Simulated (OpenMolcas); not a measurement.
BGeSiH4F (SMILES F[SiH]1[BH][GeH2]1): the vertical energy of the triplet above the singlet, rung by rung

BGeSiH4F: 8 atoms, total charge 0, spin state singlet. SMILES: `F[SiH]1[BH][GeH2]1`. Geometry: relaxed at PBE0-D4/def2-TZVP.

```xyz
8

F    -2.8022   -0.0970    1.0426
Si   -1.2542   -0.1521    0.6696
B    -0.4001    0.4697   -0.8532
Ge    1.4170   -0.0023   -0.4445
H    -0.5960   -0.8205    1.8146
H    -0.7861    1.0141   -1.8344
H     1.8434   -0.7089    0.8525
H     2.6703    0.2398   -1.3031
```

Quantity: the vertical energy of the triplet above the singlet, in eV. The values are calculated.

| level | kind | program | value (eV) |
| --- | --- | --- | --- |
| HF/def2-SVP | Hartree–Fock | OpenMolcas | 1.17 |
| SVWN5/def2-SVP | LDA | OpenMolcas | 2.14 |
| BLYP/def2-SVP | GGA | OpenMolcas | 2.04 |
| PBE/def2-SVP | GGA | OpenMolcas | 1.96 |
| M06-L/def2-SVP | meta-GGA | OpenMolcas | 2.05 |
| r2SCAN/def2-SVP | meta-GGA | OpenMolcas | 1.75 |
| B3LYP/def2-SVP | global hybrid | OpenMolcas | 1.94 |
| PBE0/def2-SVP | global hybrid | OpenMolcas | 1.82 |

All-electron rows without a relativistic Hamiltonian named are non-relativistic. The values span 1.17 to 2.14 eV. The upper state's dipole differs much between rows, so they may not all be the same state.

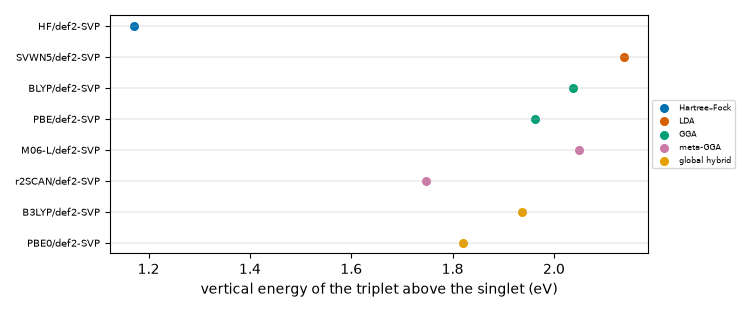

The values of the table, level by level.
